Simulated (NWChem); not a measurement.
**One shape, several levels: CF4 (tetrafluoromethane)**

We compute a comparison of 5 runs (B3LYP/aug-cc-pVDZ, BHLYP/aug-cc-pVDZ, CAM-B3LYP/aug-cc-pVDZ, M06-2X/aug-cc-pVDZ, PBE0/aug-cc-pVDZ) of CF4 (tetrafluoromethane). 

Program for the calculation: NWChem 7.3.0.

## Step 1: Starting point

The species is CF4 (5 atoms), meant as a singlet with charge 0. As SMILES, `FC(F)(F)F`. The C2–F4 distance was set to 1.713 Å, away from the relaxed value.

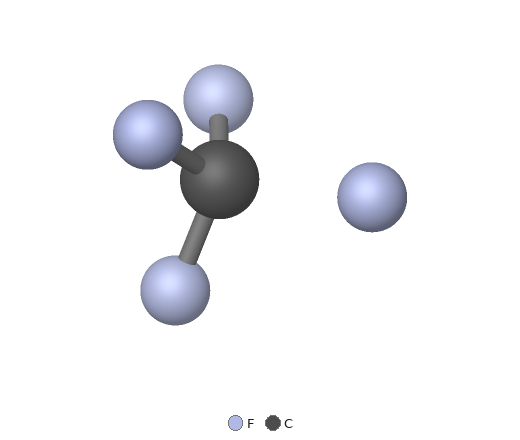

The structure, seen from a chosen angle (fluorine light blue, carbon dark grey).

## Step 2: A single-point energy at B3LYP/aug-cc-pVDZ (run 1)

run.py

```python
from ase import Atoms
from ase.calculators.nwchem import NWChem

molecule = Atoms('FCFFF', positions=[
    [-0.707905, 0.256682, 1.276860],
    [0.152195, 0.216682, 0.279060],
    [1.299695, -0.269918, 0.707460],
    [-0.464000, -0.786000, -0.966200],
    [0.338795, 1.434382, -0.189340],
])

calc = NWChem(
    label='mol',
    theory='dft',
    memory='2200 mb',
    basis='aug-cc-pVDZ',
    basispar='spherical bse',
    dft={'xc': 'b3lyp', 'mult': '1', 'grid': 'fine', 'convergence': 'energy 1e-08', 'iterations': '100', 'mulliken': None, 'print': 'low'},
    task='energy',
)
molecule.calc = calc

print("Total energy (eV):", round(molecule.get_potential_energy(), 6))
```

Run with:

```bash
export ASE_NWCHEM_COMMAND="nwchem PREFIX.nwi > PREFIX.nwo"
python run.py
```

Log:

```text
Total energy (eV): -11904.806932
```

The calculator wrote mol.nwi:

```
title "mol"

permanent_dir mol

scratch_dir mol

start mol

geometry units angstrom nocenter noautosym noautoz
  F  -7.0790500000000001e-01 2.5668200000000002e-01 1.2768600000000001e+00
  C  1.5219500000000000e-01 2.1668200000000001e-01 2.7905999999999997e-01
  F  1.2996950000000000e+00 -2.6991799999999999e-01 7.0745999999999998e-01
  F  -4.6400000000000002e-01 -7.8600000000000003e-01 -9.6619999999999995e-01
  F  3.3879500000000001e-01 1.4343820000000000e+00 -1.8934000000000001e-01
end

memory 2200 mb

basis spherical bse noprint
   * library aug-cc-pVDZ
end

dft
  xc b3lyp
  mult 1
  grid fine
  convergence energy 1e-08
  iterations 100
  mulliken
  print low
end

task dft energy
```

mol.nwo:

```text
Northwest Computational Chemistry Package (NWChem) 7.3.0
             --------------------------------------------------------

           Job information
           ---------------

    nwchem branch   = 7.3.0
    use scalapack   = T
    input           = mol.nwi
    prefix          = mol.
    data base       = mol/mol.db
    status          = startup
    nproc           =        1

           Memory information
           ------------------

[... 5 lines left out ...]
    hardfail = no
[... 37 lines left out ...]
            Nuclear Dipole moment (a.u.)
[... 79 lines left out ...]
         Total DFT energy =     -437.493588954836
[... 1 line left out ...]
           Coulomb energy =      407.466278873339
[... 1 line left out ...]
 Nuclear repulsion energy =      193.204266059042
[... 17 lines left out ...]
     -------------------------------------------
      Total Density - Lowdin Population Analysis
     -------------------------------------------

    Atom       Charge   Shell Charges
 -----------   ------   -------------------------------------------------------
    1 F    9     8.84   1.92  0.89  0.67  0.12  3.17  1.75  0.22  0.01  0.09
    2 C    6     6.38   1.81  0.50  0.21  0.06  1.45  0.69  0.09  0.64  0.94
    3 F    9     8.84   1.92  0.89  0.67  0.12  3.17  1.75  0.22  0.01  0.09
    4 F    9     9.11   1.92  0.94  0.78  0.13  3.11  1.92  0.28  0.00  0.03
    5 F    9     8.84   1.92  0.89  0.67  0.12  3.17  1.75  0.22  0.01  0.09

 Task  times  cpu:       19.9s     wall:       19.9s
 Total times  cpu:       19.9s     wall:       19.9s
```

Run time: 21 s. Hardware: 1 thread of Intel Xeon 6975P-C (Granite Rapids), shared host; peak memory 0.11 GiB.

## Step 3: The energy at BHLYP/aug-cc-pVDZ (run 2)

cf4.nw

```
start cf4
title "CF4 energy"
memory stack 880 mb heap 220 mb global 1100 mb
charge 0

geometry units angstrom noautosym nocenter noautoz
 F    -0.707905    0.256682    1.276860
 C     0.152195    0.216682    0.279060
 F     1.299695   -0.269918    0.707460
 F    -0.464000   -0.786000   -0.966200
 F     0.338795    1.434382   -0.189340
end

basis "ao basis" spherical bse
 * library aug-cc-pVDZ
end

dft
 xc bhlyp
 grid fine
 convergence energy 1e-08
 iterations 100
 mulliken
 print low
end

task dft
```

Run with:

```bash
nwchem cf4.nw > cf4.out
```

Log:

```text
[...]
 d= 0,ls=0.0,diis     1   -437.0710115041 -6.30D+02  1.43D-02  2.17D+00     2.3
[...]
 d= 0,ls=0.0,diis     9   -437.3159330322 -4.62D-09  8.84D-07  1.92D-08    16.1
         Total DFT energy =     -437.315933032175
      One electron energy =     -991.092005922278
           Coulomb energy =      407.527067101390
    Exchange-Corr. energy =      -46.955260270329
 Nuclear repulsion energy =      193.204266059042
[...]
      Total Density - Mulliken Population Analysis
     ---------------------------------------------
    Atom       Charge   Shell Charges
 -----------   ------   -------------------------------------------------------
    1 F    9     9.36   2.01  0.90  1.04  0.13  3.33  1.86  0.07  0.01  0.01
    2 C    6     4.43   2.01  0.68 -0.02 -0.04  1.69 -0.13 -0.03  0.32 -0.05
    3 F    9     9.36   2.01  0.90  1.04  0.13  3.33  1.86  0.07  0.01  0.01
    4 F    9     9.50   2.00  0.91  1.05  0.08  3.25  2.03  0.15  0.00  0.02
    5 F    9     9.36   2.01  0.90  1.04  0.13  3.33  1.86  0.07  0.01  0.01
[...]
```

Run time: 17 s. Hardware: 1 thread of Intel Xeon 6975P-C (Granite Rapids), shared host; peak memory 0.11 GiB.

Run 3 isn't shown in full; the table further down has it.

## Step 4: A single-point energy at M06-2X/aug-cc-pVDZ (run 4)

run.py

```python
from ase import Atoms
from ase.calculators.nwchem import NWChem

molecule = Atoms(['F', 'C', 'F', 'F', 'F'], positions=[
    [-0.707905, 0.256682, 1.276860],
    [0.152195, 0.216682, 0.279060],
    [1.299695, -0.269918, 0.707460],
    [-0.464000, -0.786000, -0.966200],
    [0.338795, 1.434382, -0.189340],
])

calc = NWChem(
    label='m1',
    theory='dft',
    memory='2200 mb',
    basis='aug-cc-pVDZ',
    basispar='spherical bse',
    dft={'xc': 'm06-2x', 'mult': '1', 'grid': 'fine', 'convergence': 'energy 1e-08', 'iterations': '100', 'mulliken': None},
    task='energy',
)
molecule.calc = calc

print("Total energy (eV):", round(molecule.get_potential_energy(), 6))
print("dipole (e A):", molecule.get_dipole_moment().round(4))
```

Run with:

```bash
export ASE_NWCHEM_COMMAND="nwchem PREFIX.nwi > PREFIX.nwo"
python run.py
```

Log:

```text
Total energy (eV): -11900.960867
dipole (e A): [0.1268 0.2065 0.2564]
```

The calculator wrote m1.nwi:

```
title "m1"

permanent_dir m1

scratch_dir m1

start m1

geometry units angstrom nocenter noautosym noautoz
  F  -7.0790500000000001e-01 2.5668200000000002e-01 1.2768600000000001e+00
  C  1.5219500000000000e-01 2.1668200000000001e-01 2.7905999999999997e-01
  F  1.2996950000000000e+00 -2.6991799999999999e-01 7.0745999999999998e-01
  F  -4.6400000000000002e-01 -7.8600000000000003e-01 -9.6619999999999995e-01
  F  3.3879500000000001e-01 1.4343820000000000e+00 -1.8934000000000001e-01
end

memory 2200 mb

basis spherical bse noprint
   * library aug-cc-pVDZ
end

dft
  xc m06-2x
  mult 1
  grid fine
  convergence energy 1e-08
  iterations 100
  mulliken
end

task dft energy
```

m1.nwo:

```text
Northwest Computational Chemistry Package (NWChem) 7.3.0
             --------------------------------------------------------

           Job information
           ---------------

    nwchem branch   = 7.3.0
    use scalapack   = T
    input           = m1.nwi
    prefix          = m1.
    data base       = m1/m1.db
    status          = startup
    nproc           =        1

           Memory information
           ------------------

[... 5 lines left out ...]
    hardfail = no
[... 109 lines left out ...]
          Convergence on energy requested:  1.00D-08
[... 23 lines left out ...]
          Convergence Information
[... 30 lines left out ...]
 1-e energy   =    -991.930720
[... 42 lines left out ...]
      One electron energy =     -990.917512795982
[... 8 lines left out ...]
                       DFT Final Molecular Orbital Analysis
[... 842 lines left out ...]
     Multipole analysis of the density
     ---------------------------------

     L   x y z        total         alpha         beta         nuclear
     -   - - -        -----         -----         ----         -------
     0   0 0 0      0.000000    -21.000000    -21.000000     42.000000

     1   1 0 0      0.239651     -4.710725     -4.710725      9.661101
[... 8 lines of this table left out ...]
     2   0 0 2    -19.414292    -60.362007    -60.362007    101.309722

 Task  times  cpu:       20.4s     wall:       20.4s
 Total times  cpu:       20.4s     wall:       20.4s
```

Wall time 22 s (1 thread of Intel Xeon 6975P-C (Granite Rapids), shared host); peak memory 0.11 GiB.

## Step 5: A single-point energy at PBE0/aug-cc-pVDZ (run 5)

cf4.xyz

```xyz
5
CF4 PBE0
F     -0.707905     0.256682     1.276860
C      0.152195     0.216682     0.279060
F      1.299695    -0.269918     0.707460
F     -0.464000    -0.786000    -0.966200
F      0.338795     1.434382    -0.189340
```

run.py

```python
from ase.io import read
from ase.calculators.nwchem import NWChem

atoms = read('cf4.xyz')

calc = NWChem(
    label='cf4',
    theory='dft',
    memory='2200 mb',
    basis='aug-cc-pVDZ',
    basispar='spherical bse',
    dft={'xc': 'pbe0', 'mult': '1', 'grid': 'fine', 'convergence': 'energy 1e-08', 'iterations': '100', 'mulliken': None},
    task='energy',
)
atoms.calc = calc

print(f"energy = {atoms.get_potential_energy():.6f} eV")
print("dipole (e A):", atoms.get_dipole_moment().round(4))
```

Run with:

```bash
export ASE_NWCHEM_COMMAND="nwchem PREFIX.nwi > PREFIX.nwo"
python run.py
```

Log:

```text
energy = -11893.503228 eV
dipole (e A): [0.1288 0.2097 0.2604]
```

The calculator wrote cf4.nwi:

```
title "cf4"

permanent_dir cf4

scratch_dir cf4

start cf4

geometry units angstrom nocenter noautosym noautoz
  F  -7.0790500000000001e-01 2.5668200000000002e-01 1.2768600000000001e+00
  C  1.5219500000000000e-01 2.1668200000000001e-01 2.7905999999999997e-01
  F  1.2996950000000000e+00 -2.6991799999999999e-01 7.0745999999999998e-01
  F  -4.6400000000000002e-01 -7.8600000000000003e-01 -9.6619999999999995e-01
  F  3.3879500000000001e-01 1.4343820000000000e+00 -1.8934000000000001e-01
end

memory 2200 mb

basis spherical bse noprint
   * library aug-cc-pVDZ
end

dft
  xc pbe0
  mult 1
  grid fine
  convergence energy 1e-08
  iterations 100
  mulliken
end

task dft energy
```

cf4.nwo:

```text
Northwest Computational Chemistry Package (NWChem) 7.3.0
             --------------------------------------------------------

           Job information
           ---------------

    nwchem branch   = 7.3.0
    use scalapack   = T
    input           = cf4.nwi
    prefix          = cf4.
    data base       = cf4/cf4.db
    status          = startup
    nproc           =        1

           Memory information
           ------------------

[... 5 lines left out ...]
    hardfail = no
[... 109 lines left out ...]
          Convergence on energy requested:  1.00D-08
[... 24 lines left out ...]
          Convergence Information
[... 30 lines left out ...]
 1-e energy   =    -991.930720
[... 40 lines left out ...]
      One electron energy =     -991.042572451400
[... 8 lines left out ...]
                       DFT Final Molecular Orbital Analysis
[... 842 lines left out ...]
     Multipole analysis of the density
     ---------------------------------

     L   x y z        total         alpha         beta         nuclear
     -   - - -        -----         -----         ----         -------
     0   0 0 0     -0.000000    -21.000000    -21.000000     42.000000

     1   1 0 0      0.243446     -4.708828     -4.708828      9.661101
[... 8 lines of this table left out ...]
     2   0 0 2    -19.358107    -60.333914    -60.333914    101.309722

 Task  times  cpu:       14.8s     wall:       14.8s
 Total times  cpu:       14.8s     wall:       14.8s
```

Run time: 16 s. Hardware: 1 thread of Intel Xeon 6975P-C (Granite Rapids), shared host; peak memory 0.11 GiB.

## Step 6: Overview of the runs

```
run                  level  energy (Eh)  wall time
  1      B3LYP/aug-cc-pVDZ  -437.493589       21 s
  2      BHLYP/aug-cc-pVDZ  -437.315933       17 s
  3  CAM-B3LYP/aug-cc-pVDZ  -437.388968       59 s
  4     M06-2X/aug-cc-pVDZ  -437.352249       22 s
  5       PBE0/aug-cc-pVDZ  -437.078185       16 s
```

## Step 7: Results

| quantity | value |
| --- | --- |
| run 5: total energy | -437.07819 Eh |
| run 5: dipole moment | 1.72 D |
| run 5: HOMO energy | -11.55 eV |
| run 5: LUMO energy | -1.96 eV |
| run 5: HOMO–LUMO gap | 9.60 eV |

**Reading.** Totals of different functionals can't be ranked against each other. All runs together took 2.2 min, the longest 59 s.
